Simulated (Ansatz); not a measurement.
Run report: C$_{18}$Se, geometry relaxation (part 1 of 3)

The run: geometry relaxation of C$_{18}$Se (slab, 19 atoms in the cell). Method and program: DFT LDA, scalar-relativistic, plane waves, PAW, no spin polarisation (Ansatz 0.2.0).

It belongs to a series of runs on one base structure; here: start relaxed. Figures and captions count atoms from 1; the log counts them from 0 in places.

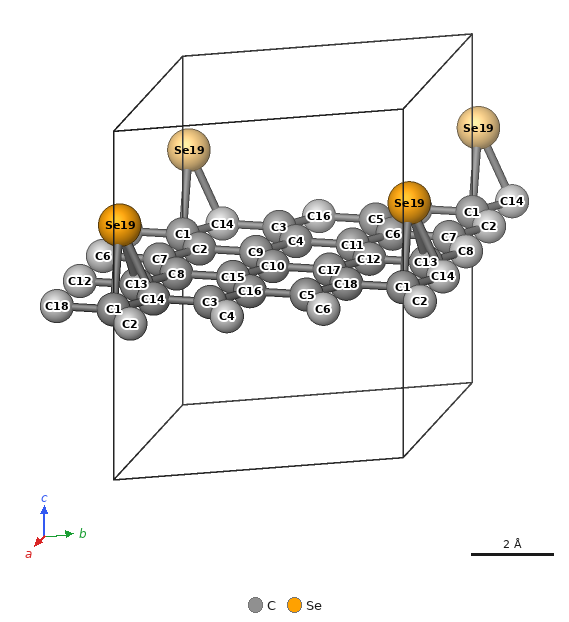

*The starting structure (ball-and-stick view of the cell of the calculation, with the vacuum cut short, seen slightly off an axis; neighbours outside the cell are drawn fainter; atoms are numbered from 1 in the order of the input).*

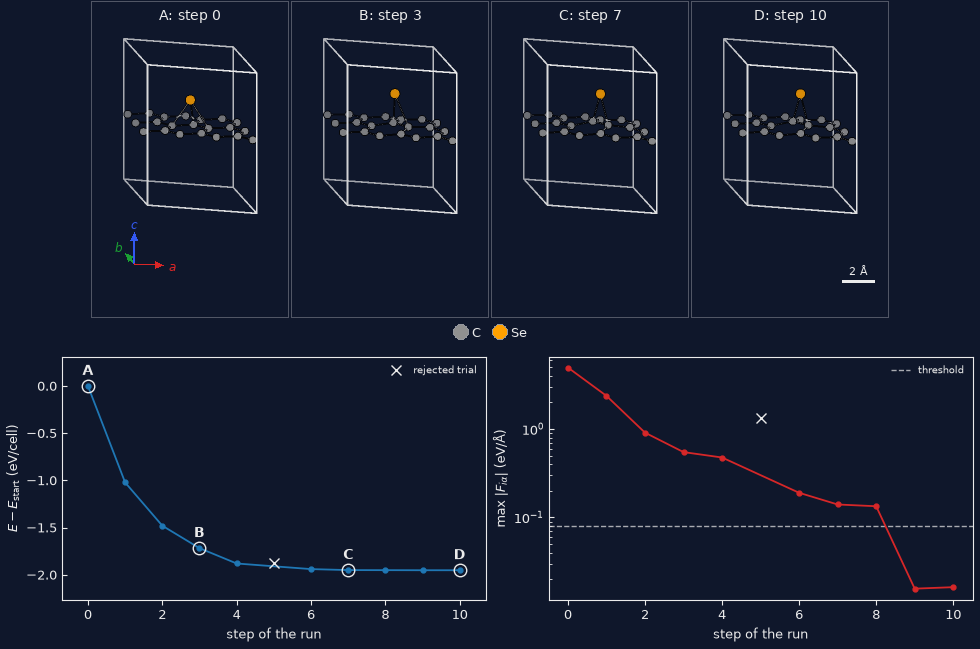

*Frames of the relaxation (ball-and-stick view of the cell of the calculation, with the vacuum cut short (origin shifted), seen slightly off an axis) above the curves, on which the letters mark them (the first geometry is step 0 here and step 1 in the log).*

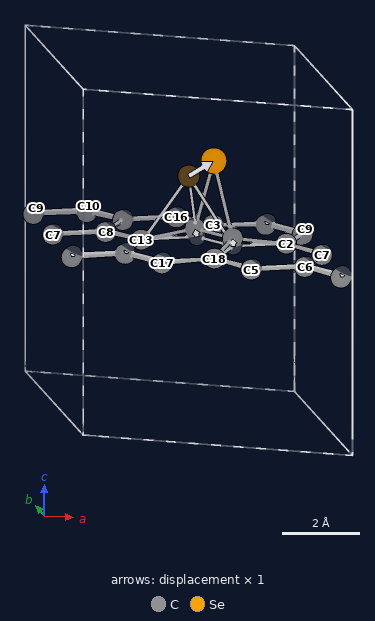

*Start (faint) and end (solid) with the displacements as white arrows, at true length (ball-and-stick view of the cell of the calculation, with the vacuum cut short (origin shifted), seen slightly off an axis).*

The energy falls by 1.951 eV per cell of the calculation in 10 geometry steps. Largest force component: 5 eV/Å at the start, 0.016 eV/Å at the end. The line search rejected the trial step at point 5 (counted from 0) and went back. The largest move is that of Se19, 0.78 Å. By element the largest moves are Se 0.78 Å, C 0.22 Å. The cell stays as it was. Among the contacts that change: C13–Se19 2.229 → 2.887 Å, C1–Se19 2.175 → 2.082 Å, C14–Se19 2.003 → 2.082 Å, C1–C14 1.424 → 1.471 Å. Bonds break: C13–Se19 (2.23 → 2.89 Å). Among the angles that change: C13–C14–Se19 79.2° → 108.1°, C18–C1–Se19 86.8° → 108.1°, C2–C1–Se19 120.0° → 108.1°. (Atoms are counted from 1 in the order of the input.)

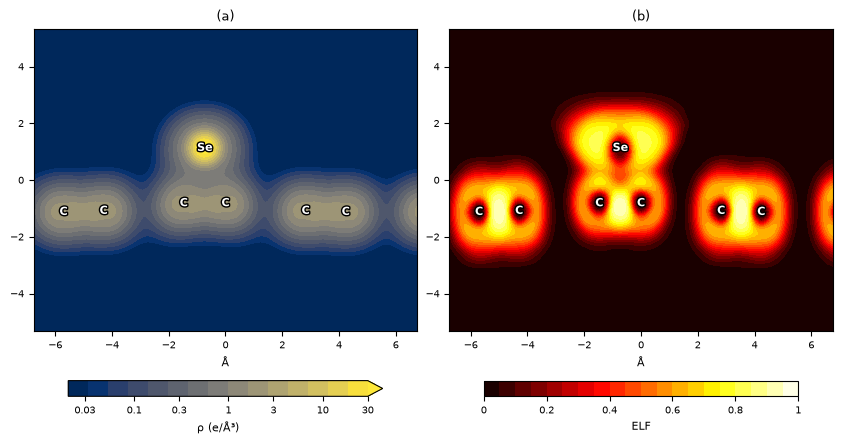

*(a) valence pseudo-density; (b) electron localisation function on the (110) plane of the calculation cell, a cut from vacuum to vacuum.*

The plane passes through C and Se nuclei. C–Se (2.08 Å): the density is about 0.71 e/Å³ at the midpoint; the ELF peaks at about 0.70 between the atoms. The density dies away to nearly zero in the vacuum. Core electrons are frozen (PAW), so the fields are smoothed inside the atomic spheres.

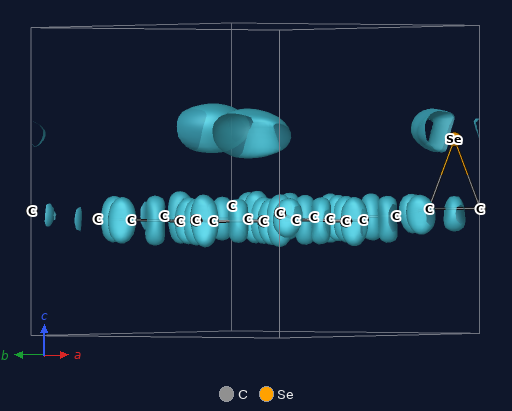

*Isosurface of the electron localisation function at 0.8 (cyan), seen at an oblique angle. Core shells and regions of very low density are left out. Sticks mark near contacts.*

Counts are for one cell; the picture repeats the cell along the surface. C–Se (2.08 Å): the ELF peaks at about 0.70 between the atoms.

The input that produced these results follows, with the program's output.

### Input file
```yaml
crystal:
  lattice:
    - [7.398, 0.0, 0.0]
    - [-3.699, 6.406856, 0.0]
    - [0.0, 0.0, 11.0]
  atoms:
    - { symbol: C, position: [0.0, 0.0, 0.0909091] }
    - { symbol: C, position: [0.2222222, 0.1111111, 0.0909091] }
    - { symbol: C, position: [0.0, 0.3333333, 0.0909091] }
    - { symbol: C, position: [0.2222222, 0.4444444, 0.0909091] }
    - { symbol: C, position: [0.0, 0.6666667, 0.0909091] }
    - { symbol: C, position: [0.2222222, 0.7777778, 0.0909091] }
    - { symbol: C, position: [0.3333333, 0.0, 0.0909091] }
    - { symbol: C, position: [0.5555556, 0.1111111, 0.0909091] }
    - { symbol: C, position: [0.3333333, 0.3333333, 0.0909091] }
    - { symbol: C, position: [0.5555556, 0.4444444, 0.0909091] }
    - { symbol: C, position: [0.3333333, 0.6666667, 0.0909091] }
    - { symbol: C, position: [0.5555556, 0.7777778, 0.0909091] }
    - { symbol: C, position: [0.6666667, 0.0, 0.0909091] }
    - { symbol: C, position: [0.8888889, 0.1111111, 0.0909091] }
    - { symbol: C, position: [0.6666667, 0.3333333, 0.0909091] }
    - { symbol: C, position: [0.8888889, 0.4444444, 0.0909091] }
    - { symbol: C, position: [0.6666667, 0.6666667, 0.0909091] }
    - { symbol: C, position: [0.8888889, 0.7777778, 0.0909091] }
    - { symbol: Se, position: [0.8303244, 0.9808742, 0.2563636] }
basis:
  ecutwfc: 420.0
kpoints:
  mp_grid: { grid: [2, 2, 1] }
hamiltonian:
  xc: lda
scf:
  occupations: { method: fermi_dirac, width: 0.05 }
  lower_state_search: "off"
relax:
  f_tol: 0.08
  max_steps: 25
  adjacent_minimum: "off"
output:
  write_density: true
  write_potential: true
  elf: true
  volumetric_format: npy
```

Run as:
```bash
ansatz run input.yaml --threads 1 --pin off --max-ram 3072MiB --backend cpu --events-out ev --progress --plain --runs-dir out
```

### Log
```
Engine: ansatz 0.2.0, aarch64-unknown-linux-gnu
Pseudopotentials: kind: paw
Pseudopotential: C, paw, valence charge 4, recommended cutoff 420 eV (normal), C.paw.azcp
Pseudopotential: Se, paw, valence charge 16, recommended cutoff 420 eV (normal), Se.paw.azcp
Functional definition: SPW92
  exchange = slater_x
  correlation = pw_c
Crystal: 19 atoms, lattice volume = 521.377 Å³
Basis set: ecut = 420 eV, 10225 PW (Γ)
Bands: 63, of which v1, the nominal top of the filled ones, is band 44 counted from 1 (43 counted from 0)
Symmetry: 1 space group operations
Space group: P1 (ITA 1), of the structure as read, at distance tolerance 8.0e-5 Å
k-points: 4
Non-local potential: C, projectors of the file, l = 0: 2, l = 1: 2, l = 2: 1
Non-local potential: Se, projectors of the file, l = 0: 2, l = 1: 2, l = 2: 3, l = 3: 1
PAW form: soft (Blöchl's): semilocal exchange-correlation on the pseudo side does not see the compensation charge
PAW frozen core: C, regenerated for the run's functional, and the local potential with it (the file was generated under x = pbe(κ = 0.804, μ = 0.2195149727645171), c = pbe(β = 0.06672455060314922))
PAW frozen core: Se, regenerated for the run's functional, and the local potential with it (the file was generated under x = pbe(κ = 0.804, μ = 0.2195149727645171), c = pbe(β = 0.06672455060314922))
PAW one-centre angular grid: C, 110 points (default); XC on 64 Gauss nodes
PAW one-centre angular grid: Se, 590 points (default); XC on 64 Gauss nodes
Initial density: superposition of atomic densities (neutral atoms: chi_scale 0, normalization atom), corrected by the library's trained network
Initial wavefunctions: pseudopotential atomic-orbital guess
Functional: x = slater, c = lda
SCF iter   1: F=—  HF=-9751.834599 eV  |F-HF|=—  |Δ(HF+E_count)|=         —  Δρ=6.70e-3  dr2=2.63e-1  ethr=1.77e-3  ⟨swp⟩=12.8  Hψ=1650  notcnv=0  defer=33
preconditioner: auto → LDOS  [metal: Δε(μ)=0.085 eV  Ē_g=13.914 eV  σ=0.050 eV  W_gap=0.39  n_scr=72 (ndim 8)  ℏωp=14.4 eV  f_vac=0.622  D(μ)=5.57/eV (n_scr^D=22)  β→1.0]
SCF iter   2: F=—  HF=-9751.801977 eV  |F-HF|=—  |Δ(HF+E_count)|=   3.26e-2  Δρ=2.28e-3  dr2=3.15e-2  ethr=2.99e-4  ⟨swp⟩=3.2  Hψ=440  notcnv=0  defer=47
SCF iter   3: F=—  HF=-9751.800195 eV  |F-HF|=—  |Δ(HF+E_count)|=   1.78e-3  Δρ=9.49e-4  dr2=8.21e-3  ethr=3.58e-5  ⟨swp⟩=2.0  Hψ=377  notcnv=0  defer=47
SCF iter   4: F=—  HF=-9751.798929 eV  |F-HF|=—  |Δ(HF+E_count)|=   1.27e-3  Δρ=3.73e-4  dr2=1.11e-3  ethr=9.33e-6  ⟨swp⟩=2.0  Hψ=319  notcnv=0  defer=47
SCF iter   5: F=—  HF=-9751.798826 eV  |F-HF|=—  |Δ(HF+E_count)|=   1.03e-4  Δρ=1.49e-4  dr2=2.26e-4  ethr=1.26e-6  ⟨swp⟩=2.0  Hψ=326  notcnv=0  defer=47
SCF iter   6: F=-9751.798791 eV  HF=-9751.798817 eV  |F-HF|=2.62e-5  |Δ(HF+E_count)|=   9.48e-6  Δρ=5.93e-5  dr2=4.10e-5  ethr=1.14e-7  ⟨swp⟩=10.0  Hψ=2078  notcnv=0
SCF 1 converged in 6 iterations: F = -9751.798791 eV  dr2 = 4.10e-5
  greatest PAW one-centre occupation: 1.000 electrons in one spin orbital (limit 2), on the Se atom at site 18 (counted from 0), in its partial waves of l = 2
relax step   1: F+E_penalty+E_count = -9751.79879051 eV  Δ(F+E_penalty+E_count) = +0.000e0 eV  max|allowed force component| = 4.960e0 eV/Å  Δτ_max = 0.0000 Å  (6 SCF iters, dr2 threshold 1.00e-4 eV, accepted)
Initial density: handed on by an earlier stage of this run
Initial wavefunctions: those handed on with the density
iter 1 solved again at ethr=3.53e-4 eV; its pass at ethr=3.10e-3 eV (dr2=3.11e-1 eV) is discarded
SCF iter   1: F=—  HF=-9752.893060 eV  |F-HF|=—  |Δ(HF+E_count)|=         —  Δρ=6.88e-3  dr2=2.94e-1  ethr=3.53e-4  ⟨swp⟩=1.2  Hψ=934  notcnv=0  defer=47
preconditioner: auto → LDOS  [metal: Δε(μ)=0.023 eV  Ē_g=13.842 eV  σ=0.050 eV  W_gap=0.11  n_scr=72 (ndim 8)  ℏωp=14.4 eV  f_vac=0.615  D(μ)=4.94/eV (n_scr^D=22)  β→1.0]
SCF iter   2: F=—  HF=-9752.845210 eV  |F-HF|=—  |Δ(HF+E_count)|=   4.78e-2  Δρ=3.44e-3  dr2=1.03e-1  ethr=3.34e-4  ⟨swp⟩=2.2  Hψ=354  notcnv=0  defer=47
SCF iter   3: F=—  HF=-9752.822465 eV  |F-HF|=—  |Δ(HF+E_count)|=   2.27e-2  Δρ=8.76e-4  dr2=9.80e-3  ethr=1.18e-4  ⟨swp⟩=2.0  Hψ=440  notcnv=0  defer=47
SCF iter   4: F=—  HF=-9752.820762 eV  |F-HF|=—  |Δ(HF+E_count)|=   1.70e-3  Δρ=2.74e-4  dr2=7.48e-4  ethr=1.11e-5  ⟨swp⟩=2.0  Hψ=328  notcnv=0  defer=47
SCF iter   5: F=—  HF=-9752.820712 eV  |F-HF|=—  |Δ(HF+E_count)|=   5.02e-5  Δρ=1.22e-4  dr2=1.36e-4  ethr=8.50e-7  ⟨swp⟩=2.5  Hψ=342  notcnv=0  defer=47
SCF iter   6: F=-9752.820708 eV  HF=-9752.820724 eV  |F-HF|=1.53e-5  |Δ(HF+E_count)|=   1.21e-5  Δρ=6.07e-5  dr2=2.96e-5  ethr=1.14e-7  ⟨swp⟩=10.0  Hψ=2065  notcnv=0
SCF 2 converged in 6 iterations: F = -9752.820708 eV  dr2 = 2.96e-5
relax step   2: F+E_penalty+E_count = -9752.82070831 eV  Δ(F+E_penalty+E_count) = -1.022e0 eV  max|allowed force component| = 2.373e0 eV/Å  Δτ_max = 0.1948 Å  (6 SCF iters, dr2 threshold 1.00e-4 eV, accepted)
SCF iter   1: F=—  HF=-9753.326102 eV  |F-HF|=—  |Δ(HF+E_count)|=         —  Δρ=5.92e-3  dr2=1.67e-1  ethr=2.99e-3  ⟨swp⟩=3.5  Hψ=610  notcnv=0  defer=47
preconditioner: auto → LDOS  [metal: Δε(μ)=0.051 eV  Ē_g=13.819 eV  σ=0.050 eV  W_gap=0.25  n_scr=72 (ndim 8)  ℏωp=14.4 eV  f_vac=0.611  D(μ)=4.71/eV (n_scr^D=22)  β→1.0]
SCF iter   2: F=—  HF=-9753.297577 eV  |F-HF|=—  |Δ(HF+E_count)|=   2.85e-2  Δρ=2.88e-3  dr2=7.15e-2  ethr=1.90e-4  ⟨swp⟩=2.2  Hψ=498  notcnv=0  defer=47
SCF iter   3: F=—  HF=-9753.279731 eV  |F-HF|=—  |Δ(HF+E_count)|=   1.78e-2  Δρ=7.98e-4  dr2=7.18e-3  ethr=8.13e-5  ⟨swp⟩=2.0  Hψ=353  notcnv=0  defer=47
SCF iter   4: F=—  HF=-9753.278502 eV  |F-HF|=—  |Δ(HF+E_count)|=   1.23e-3  Δρ=1.93e-4  dr2=2.90e-4  ethr=8.16e-6  ⟨swp⟩=2.0  Hψ=341  notcnv=0  defer=47
SCF iter   5: F=-9753.278480 eV  HF=-9753.278495 eV  |F-HF|=1.50e-5  |Δ(HF+E_count)|=   6.91e-6  Δρ=7.04e-5  dr2=4.37e-5  ethr=1.14e-7  ⟨swp⟩=10.0  Hψ=2115  notcnv=0
SCF 3 converged in 5 iterations: F = -9753.278480 eV  dr2 = 4.37e-5
relax step   3: F+E_penalty+E_count = -9753.27847998 eV  Δ(F+E_penalty+E_count) = -4.578e-1 eV  max|allowed force component| = 9.108e-1 eV/Å  Δτ_max = 0.1921 Å  (5 SCF iters, dr2 threshold 1.00e-4 eV, accepted)
SCF iter   1: F=—  HF=-9753.573038 eV  |F-HF|=—  |Δ(HF+E_count)|=         —  Δρ=6.87e-3  dr2=1.68e-1  ethr=2.26e-3  ⟨swp⟩=4.5  Hψ=629  notcnv=0  defer=47
preconditioner: auto → LDOS  [metal: Δε(μ)=0.095 eV  Ē_g=13.830 eV  σ=0.050 eV  W_gap=0.44  n_scr=72 (ndim 8)  ℏωp=14.4 eV  f_vac=0.608  D(μ)=4.07/eV (n_scr^D=22)  β→1.0]
SCF iter   2: F=—  HF=-9753.530987 eV  |F-HF|=—  |Δ(HF+E_count)|=   4.21e-2  Δρ=2.68e-3  dr2=4.21e-2  ethr=1.91e-4  ⟨swp⟩=2.5  Hψ=491  notcnv=0  defer=47
SCF iter   3: F=—  HF=-9753.516796 eV  |F-HF|=—  |Δ(HF+E_count)|=   1.42e-2  Δρ=6.42e-4  dr2=3.33e-3  ethr=4.78e-5  ⟨swp⟩=2.0  Hψ=369  notcnv=0  defer=47
SCF iter   4: F=—  HF=-9753.516332 eV  |F-HF|=—  |Δ(HF+E_count)|=   4.64e-4  Δρ=3.27e-4  dr2=8.57e-4  ethr=3.79e-6  ⟨swp⟩=2.0  Hψ=361  notcnv=0  defer=47
SCF iter   5: F=—  HF=-9753.516187 eV  |F-HF|=—  |Δ(HF+E_count)|=   1.44e-4  Δρ=1.05e-4  dr2=9.95e-5  ethr=9.73e-7  ⟨swp⟩=2.0  Hψ=327  notcnv=0  defer=47
[...]
relax step   4: F+E_penalty+E_count = -9753.51619036 eV  Δ(F+E_penalty+E_count) = -2.377e-1 eV  max|allowed force component| = 5.487e-1 eV/Å  Δτ_max = 0.2000 Å  (6 SCF iters, dr2 threshold 1.00e-4 eV, accepted)
preconditioner: auto → LDOS  [insulator: Δε(μ)=0.207 eV  Ē_g=13.843 eV  σ=0.050 eV  W_gap=0.78  n_scr=72 (ndim 8)  ℏωp=14.4 eV  f_vac=0.608  D(μ)=2.01/eV (n_scr^D=2)  ε∞_Penn≈2.1  β→1.0]
```
